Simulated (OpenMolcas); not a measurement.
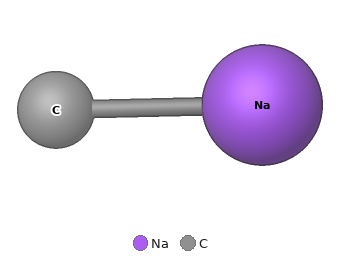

The molecule at the reference distance of 2.238 Å.

## Relativistic diatomic calculation for NaC (part 1 of 2)

- system: NaC.
- method: SA-CASSCF(5,8)/XMS-CASPT2 + RASSI spin-orbit (X2C scalar, AMFI), ANO-RCC-VTZP (OpenMolcas)

## Input file
```
&GATEWAY
Coord
2
angstrom
Na 0.0 0.0 0.0
C 0.0 0.0 2.2380
Basis=ANO-RCC-VTZP
Group=XY
RX2C
AMFI
ANGMom
0.0 0.0 0.0
RICD
&SEWARD
&GUESSORB
&RASSCF
FileOrb=$CurrDir/o41.orb
Symmetry=1
Spin=4
nActEl=5 0 0
Inactive=4 2
RAS2=4 4
CIRoot=7 7 1
Linear
Iterations=120 100
OrbListing=Nothing
PRWF=0.15
>>COPY $Project.RasOrb $CurrDir/o41.orb
>>COPY $Project.rasscf.h5 $CurrDir/r41.h5
&CASPT2
XMultistate=all
Imaginary=0.2
IPEA=0.25
MaxIter=40
>>COPY $Project.JobMix JOB001
&RASSCF
CIOnly
FileOrb=$CurrDir/ref.orb
Symmetry=1
Spin=2
nActEl=5 0 0
Inactive=4 2
RAS2=4 4
CIRoot=8 8 1
Linear
Iterations=120 100
OrbListing=Nothing
PRWF=0.15
>>COPY $Project.RasOrb $CurrDir/o21.orb
>>COPY $Project.rasscf.h5 $CurrDir/r21.h5
&CASPT2
XMultistate=all
Imaginary=0.2
IPEA=0.25
MaxIter=40
>>COPY $Project.JobMix JOB002
&RASSCF
FileOrb=$CurrDir/o42.orb
Symmetry=2
Spin=4
nActEl=5 0 0
Inactive=4 2
RAS2=4 4
CIRoot=8 8 1
Linear
Iterations=120 100
OrbListing=Nothing
PRWF=0.15
>>COPY $Project.RasOrb $CurrDir/o42.orb
>>COPY $Project.rasscf.h5 $CurrDir/r42.h5
&CASPT2
XMultistate=all
Imaginary=0.2
IPEA=0.25
MaxIter=40
>>COPY $Project.JobMix JOB003
&RASSCF
CIOnly
FileOrb=$CurrDir/ref.orb
Symmetry=1
Spin=6
nActEl=5 0 0
Inactive=4 2
RAS2=4 4
CIRoot=1 1 1
Linear
Iterations=120 100
OrbListing=Nothing
PRWF=0.15
>>COPY $Project.RasOrb $CurrDir/o61.orb
>>COPY $Project.rasscf.h5 $CurrDir/r61.h5
&CASPT2
XMultistate=all
Imaginary=0.2
IPEA=0.25
MaxIter=40
>>COPY $Project.JobMix JOB004
&RASSI
Nr of JobIphs=4 7 8 8 1
1 2 3 4 5 6 7
1 2 3 4 5 6 7 8
1 2 3 4 5 6 7 8
1
SpinOrbit
EJob
Omega
MEES
MESO
Properties=4
'AngMom' 3 'Mltpl  1' 1 'Mltpl  1' 2 'Mltpl  1' 3
Thrs=1.0d-4
>>COPY $Project.rassi.h5 $CurrDir/so.h5
```

The first orbital files come from an earlier step.

Hardware: 1 CPU thread, shared host.

Launched with:
```bash
pymolcas m.inp (one call a module block, same work directory)
```

## Log (extracts)
```
++    Wave function specifications:
      Number of closed shell electrons          12
      Number of electrons in active shells       5
      Number of inactive orbitals                6
      Number of active orbitals                  8
      Number of secondary orbitals              50
      Spin quantum number                      1.5
      State symmetry                             1
++    Orbital specifications:
      Symmetry species                           1   2
                                                 a   b
      Frozen orbitals                            0   0
      Inactive orbitals                          4   2
      Active orbitals                            4   4
      RAS2 orbitals                              4   4
      Secondary orbitals                        26  24
      Number of basis functions                 34  30
      printout of CI-coefficients larger than  0.15 for root  1
      energy=    -199.814993
      conf/sym  1111 2222     Coeff  Weight
             5  2u00 uu00  -0.87113 0.75887
             7  2u00 0uu0   0.19669 0.03869
             8  2u00 u00u  -0.19669 0.03869
            17  20u0 uu00   0.30393 0.09237
            35  uud0 uu00  -0.16999 0.02890
      printout of CI-coefficients larger than  0.15 for root  2
      energy=    -199.740466
      conf/sym  1111 2222     Coeff  Weight
             5  2u00 uu00  -0.23002 0.05291
             7  2u00 0uu0   0.19408 0.03767
             8  2u00 u00u  -0.19408 0.03767
            17  20u0 uu00  -0.79687 0.63500
            53  200u uu00  -0.43529 0.18948
      printout of CI-coefficients larger than  0.15 for root  3
      energy=    -199.704917
      conf/sym  1111 2222     Coeff  Weight
             6  2u00 u0u0  -0.69612 0.48459
             9  2u00 0u0u   0.69612 0.48459
      printout of CI-coefficients larger than  0.15 for root  4
      energy=    -199.704917
      conf/sym  1111 2222     Coeff  Weight
             7  2u00 0uu0   0.69612 0.48459
             8  2u00 u00u   0.69612 0.48459
      printout of CI-coefficients larger than  0.15 for root  5
      energy=    -199.702797
      conf/sym  1111 2222     Coeff  Weight
             6  2u00 u0u0  -0.69716 0.48603
             9  2u00 0u0u  -0.69716 0.48603
      printout of CI-coefficients larger than  0.15 for root  6
      energy=    -199.689713
      conf/sym  1111 2222     Coeff  Weight
             5  2u00 uu00   0.24114 0.05815
             7  2u00 0uu0   0.60340 0.36409
             8  2u00 u00u  -0.60340 0.36409
            11  u200 uu00  -0.16173 0.02616
            35  uud0 uu00   0.32504 0.10565
      printout of CI-coefficients larger than  0.15 for root  7
      energy=    -199.668923
      conf/sym  1111 2222     Coeff  Weight
            17  20u0 uu00   0.46257 0.21397
            53  200u uu00  -0.86017 0.73989
      Natural orbitals and occupation numbers for root  1
      sym 1:   1.960910   0.983999   0.039860   0.007755
      sym 2:   0.987364   0.987364   0.016374   0.016374
      Natural orbitals and occupation numbers for root  2
      sym 1:   1.935877   0.134062   0.916321   0.008176
      sym 2:   0.963567   0.963567   0.039215   0.039215
      Natural orbitals and occupation numbers for root  3
      sym 1:   1.955647   0.999663   0.003252   0.000173
      sym 2:   0.521628   0.521628   0.499004   0.499004
      Natural orbitals and occupation numbers for root  4
      sym 1:   1.955647   0.999663   0.003252   0.000173
      sym 2:   0.521628   0.521628   0.499004   0.499004
      Natural orbitals and occupation numbers for root  5
      sym 1:   1.953881   0.999656   0.003711   0.000287
      sym 2:   0.522450   0.522450   0.498782   0.498782
      Natural orbitals and occupation numbers for root  6
      sym 1:   1.803775   0.997057   0.153164   0.016658
      sym 2:   0.722412   0.722412   0.292261   0.292261
      Natural orbitals and occupation numbers for root  7
      sym 1:   1.938552   0.062993   0.009500   0.984156
      sym 2:   0.999341   0.999341   0.003058   0.003058
      RASSCF energy for state  7                   -199.66892307
::    RASSCF root number  1 Total energy:   -199.81499295
::    RASSCF root number  2 Total energy:   -199.74046584
::    RASSCF root number  3 Total energy:   -199.70491749
::    RASSCF root number  4 Total energy:   -199.70491749
::    RASSCF root number  5 Total energy:   -199.70279695
::    RASSCF root number  6 Total energy:   -199.68971278
::    RASSCF root number  7 Total energy:   -199.66892307
      Von Neumann Entropy (Root   1) =  1.79400
++    Wave function specifications:
      Number of closed shell electrons           6
      Number of electrons in active shells       5
      Number of inactive orbitals                3
      Number of active orbitals                  8
      Number of secondary orbitals              50
      Spin quantum number                      1.5
      State symmetry                             1
      Number of CSFs                           252
      Number of CASSCF root(s) available         7
      CASPT2 state passed to geometry opt.       7
      A file JOBMIX will be created
      This is a MULTI-STATE CASSCF reference
      Number of CI roots used                    7
      These are:                                 1   2   3   4   5   6   7
      Off-diagonal elements of Heff are computed
  FINAL CASPT2 RESULT:
      Reference energy:        -199.8149929529
      E2 (Non-variational):      -0.2487253568
      Shift correction:          -0.0025897166
      E2 (Variational):          -0.2513150734
      Total energy:            -200.0663080263
      Reference weight:           0.93187
  FINAL CASPT2 RESULT:
      Reference energy:        -199.7404658351
      E2 (Non-variational):      -0.2242060224
      Shift correction:          -0.0011023417
      E2 (Variational):          -0.2253083641
      Total energy:            -199.9657741992
      Reference weight:           0.95275
  FINAL CASPT2 RESULT:
      Reference energy:        -199.7049174888
      E2 (Non-variational):      -0.2207127215
      Shift correction:          -0.0008143242
      E2 (Variational):          -0.2215270457
      Total energy:            -199.9264445346
      Reference weight:           0.95549
  FINAL CASPT2 RESULT:
      Reference energy:        -199.7049174888
      E2 (Non-variational):      -0.2204169081
      Shift correction:          -0.0008052471
      E2 (Variational):          -0.2212221552
      Total energy:            -199.9261396441
      Reference weight:           0.95573
  FINAL CASPT2 RESULT:
      Reference energy:        -199.7027969546
      E2 (Non-variational):      -0.2208658215
      Shift correction:          -0.0008295709
      E2 (Variational):          -0.2216953924
      Total energy:            -199.9244923470
      Reference weight:           0.95524
  FINAL CASPT2 RESULT:
      Reference energy:        -199.6897127849
      E2 (Non-variational):      -0.2353632305
      Shift correction:          -0.0042409288
      E2 (Variational):          -0.2396041593
      Total energy:            -199.9293169442
      Reference weight:           0.93424
  FINAL CASPT2 RESULT:
      Reference energy:        -199.6689230745
      E2 (Non-variational):      -0.2261302533
      Shift correction:          -0.0011476522
      E2 (Variational):          -0.2272779055
      Total energy:            -199.8962009800
      Reference weight:           0.95034
       Total XMS-CASPT2 energies:
::    XMS-CASPT2 Root  1     Total energy:   -200.07758371
::    XMS-CASPT2 Root  2     Total energy:   -199.97027642
::    XMS-CASPT2 Root  3     Total energy:   -199.92644453
::    XMS-CASPT2 Root  4     Total energy:   -199.92613964
::    XMS-CASPT2 Root  5     Total energy:   -199.92449235
::    XMS-CASPT2 Root  6     Total energy:   -199.91394983
::    XMS-CASPT2 Root  7     Total energy:   -199.89579019
++    Wave function specifications:
      Number of closed shell electrons          12
      Number of electrons in active shells       5
      Number of inactive orbitals                6
      Number of active orbitals                  8
      Number of secondary orbitals              50
      Spin quantum number                      0.5
      State symmetry                             1
      printout of CI-coefficients larger than  0.15 for root  1
      energy=    -199.762989
      conf/sym  1111 2222     Coeff  Weight
            22  2u00 du00  -0.47785 0.22834
            23  2u00 ud00   0.27589 0.07611
            54  20u0 du00   0.58725 0.34486
            55  20u0 ud00  -0.33905 0.11495
           150  200u du00   0.35235 0.12415
           151  200u ud00  -0.20343 0.04138
      printout of CI-coefficients larger than  0.15 for root  2
      energy=    -199.751747
      conf/sym  1111 2222     Coeff  Weight
            22  2u00 du00  -0.36788 0.13534
            23  2u00 ud00  -0.63719 0.40601
            28  2u00 0ud0  -0.41011 0.16819
            33  2u00 u00d  -0.41011 0.16819
            55  20u0 ud00   0.21710 0.04713
      printout of CI-coefficients larger than  0.15 for root  3
      energy=    -199.751747
      conf/sym  1111 2222     Coeff  Weight
            21  2u00 2000   0.52026 0.27067
            24  2u00 0200  -0.52026 0.27067
            27  2u00 u0d0   0.41011 0.16819
            34  2u00 0u0d  -0.41011 0.16819
            53  20u0 2000  -0.17726 0.03142
            56  20u0 0200   0.17726 0.03142
      printout of CI-coefficients larger than  0.15 for root  4
      energy=    -199.740722
      conf/sym  1111 2222     Coeff  Weight
            21  2u00 2000   0.46813 0.21914
            24  2u00 0200   0.46813 0.21914
            27  2u00 u0d0   0.47827 0.22875
            34  2u00 0u0d   0.47827 0.22875
      printout of CI-coefficients larger than  0.15 for root  5
      energy=    -199.723344
      conf/sym  1111 2222     Coeff  Weight
            22  2u00 du00   0.36140 0.13061
            23  2u00 ud00  -0.20865 0.04354
            28  2u00 0ud0   0.52732 0.27807
            33  2u00 u00d  -0.52732 0.27807
            54  20u0 du00   0.33162 0.10997
            55  20u0 ud00  -0.19146 0.03666
           150  200u du00   0.21411 0.04584
      printout of CI-coefficients larger than  0.15 for root  6
      energy=    -199.704177
      conf/sym  1111 2222     Coeff  Weight
             1  22u0 0000  -0.77120 0.59475
             4  220u 0000  -0.39446 0.15560
            27  2u00 u0d0  -0.15166 0.02300
            34  2u00 0u0d  -0.15166 0.02300
            53  20u0 2000  -0.26058 0.06790
            56  20u0 0200  -0.26058 0.06790
      printout of CI-coefficients larger than  0.15 for root  7
      energy=    -199.694594
      conf/sym  1111 2222     Coeff  Weight
            27  2u00 u0d0   0.37979 0.14424
            34  2u00 0u0d  -0.37979 0.14424
            53  20u0 2000   0.50773 0.25779
            56  20u0 0200  -0.50773 0.25779
           149  200u 2000   0.26851 0.07210
           152  200u 0200  -0.26851 0.07210
      printout of CI-coefficients larger than  0.15 for root  8
      energy=    -199.694594
      conf/sym  1111 2222     Coeff  Weight
            28  2u00 0ud0  -0.37979 0.14424
            33  2u00 u00d  -0.37979 0.14424
            54  20u0 du00  -0.35902 0.12889
            55  20u0 ud00  -0.62184 0.38668
           150  200u du00  -0.18987 0.03605
           151  200u ud00  -0.32886 0.10815
      Natural orbitals and occupation numbers for root  1
      sym 1:   1.956541   0.071837   0.964074   0.003402
      sym 2:   0.982072   0.982072   0.020001   0.020001
      Natural orbitals and occupation numbers for root  2
      sym 1:   1.965070   0.962391   0.048623   0.004848
      sym 2:   0.926455   0.926455   0.083079   0.083079
      Natural orbitals and occupation numbers for root  3
      sym 1:   1.965070   0.962391   0.048623   0.004848
      sym 2:   0.926455   0.926455   0.083079   0.083079
      Natural orbitals and occupation numbers for root  4
      sym 1:   1.934566   0.975264   0.042063   0.006040
      sym 2:   0.904644   0.904644   0.116390   0.116390
      Natural orbitals and occupation numbers for root  5
      sym 1:   1.956122   0.859067   0.153370   0.004978
      sym 2:   0.758478   0.758478   0.254753   0.254753
      Natural orbitals and occupation numbers for root  6
      sym 1:   1.953662   1.583359   0.949788   0.000623
      sym 2:   0.231178   0.231178   0.025105   0.025105
      Natural orbitals and occupation numbers for root  7
      sym 1:   1.952325   0.334063   0.699027   0.000795
      sym 2:   0.854349   0.854349   0.152545   0.152545
      Natural orbitals and occupation numbers for root  8
      sym 1:   1.952325   0.334063   0.699027   0.000795
      sym 2:   0.854350   0.854350   0.152545   0.152545
      RASSCF energy for state  8                   -199.69459439
::    RASSCF root number  1 Total energy:   -199.76298875
::    RASSCF root number  2 Total energy:   -199.75174715
::    RASSCF root number  3 Total energy:   -199.75174715
::    RASSCF root number  4 Total energy:   -199.74072193
::    RASSCF root number  5 Total energy:   -199.72334447
::    RASSCF root number  6 Total energy:   -199.70417726
::    RASSCF root number  7 Total energy:   -199.69459439
::    RASSCF root number  8 Total energy:   -199.69459439
      Von Neumann Entropy (Root   1) =  1.86710
++    Wave function specifications:
      Number of closed shell electrons           6
      Number of electrons in active shells       5
      Number of inactive orbitals                3
      Number of active orbitals                  8
      Number of secondary orbitals              50
      Spin quantum number                      0.5
      State symmetry                             1
      Number of CSFs                           504
      Number of CASSCF root(s) available         8
      CASPT2 state passed to geometry opt.       8
      A file JOBMIX will be created
      This is a MULTI-STATE CASSCF reference
      Number of CI roots used                    8
      These are:                                 1   2   3   4   5   6   7   8
      Off-diagonal elements of Heff are computed
  FINAL CASPT2 RESULT:
      Reference energy:        -199.7629888847
      E2 (Non-variational):      -0.2470992320
      Shift correction:          -0.0022548483
      E2 (Variational):          -0.2493540803
      Total energy:            -200.0123429650
      Reference weight:           0.93501
  FINAL CASPT2 RESULT:
      Reference energy:        -199.7517472786
      E2 (Non-variational):      -0.2540945728
      Shift correction:          -0.0025112462
      E2 (Variational):          -0.2566058190
      Total energy:            -200.0083530976
      Reference weight:           0.93047
  FINAL CASPT2 RESULT:
      Reference energy:        -199.7517472786
      E2 (Non-variational):      -0.2543456953
      Shift correction:          -0.0025112306
      E2 (Variational):          -0.2568569259
      Total energy:            -200.0086042045
      Reference weight:           0.93034
  FINAL CASPT2 RESULT:
      Reference energy:        -199.7407220635
      E2 (Non-variational):      -0.2428333247
      Shift correction:          -0.0022294647
      E2 (Variational):          -0.2450627894
      Total energy:            -199.9857848529
      Reference weight:           0.93688
  FINAL CASPT2 RESULT:
      Reference energy:        -199.7233445981
      E2 (Non-variational):      -0.2238977269
      Shift correction:          -0.0012034175
      E2 (Variational):          -0.2251011444
      Total energy:            -199.9484457425
      Reference weight:           0.95245
  FINAL CASPT2 RESULT:
      Reference energy:        -199.7041773892
      E2 (Non-variational):      -0.2349050831
      Shift correction:          -0.0014232712
      E2 (Variational):          -0.2363283543
      Total energy:            -199.9405057435
      Reference weight:           0.94697
  FINAL CASPT2 RESULT:SPIN-FREE ENERGIES:
  (Shifted by EMIN (a.u.) =       -200.0775837134)
 SF State       Relative EMIN(au)   Rel lowest level(eV)    D:o, cm**(-1)      Abs_M
     1             0.0000000000        0.0000000000              0.0000         0.0
     8             0.0706743111        1.9231459776          15511.2184         0.0
     9             0.0711642594        1.9364781488          15618.7496         2.0
    10             0.0713570961        1.9417255031          15661.0724         2.0
    16             0.0878304523        2.3899883612          19276.5561         1.0
    17             0.0878304535        2.3899883938          19276.5564         1.0
    11             0.0928166900        2.5256708017          20370.9088         0.0
     2             0.1073072951        2.9199802547          23551.2290         0.0
    12             0.1237044081        3.3661684295          27149.9794         0.0
    13             0.1360601404        3.7023850336          29861.7492         0.0
     3             0.1511391788        4.1127065715          33171.2156         2.0
     4             0.1514440693        4.1210030651          33238.1313         2.0
    14             0.1528851087        4.1602157453          33554.4029         2.0
     5             0.1530913664        4.1658283019          33599.6712         0.0
    15             0.1534543981        4.1757068989          33679.3475         2.0
    18             0.1620402511        4.4093398587          35563.7244         1.0
    19             0.1620402563        4.4093400019          35563.7255         1.0
     6             0.1636338808        4.4527047330          35913.4857         0.0
    20             0.1669576527        4.5431491733          36642.9693         1.0
    21             0.1669576532        4.5431491871          36642.9694         1.0
     7             0.1817935279        4.9468539053          39899.0675         0.0
    24             0.2349399516        6.3930417667          51563.3593         0.0
    23             0.2703748997        7.3572758272          59340.4314         1.0
    22             0.2703748997        7.3572758272          59340.4314         1.0
```

(Continued in part 2.) Outcome of the run: converged; components of a degenerate state are split by 125 cm⁻¹.
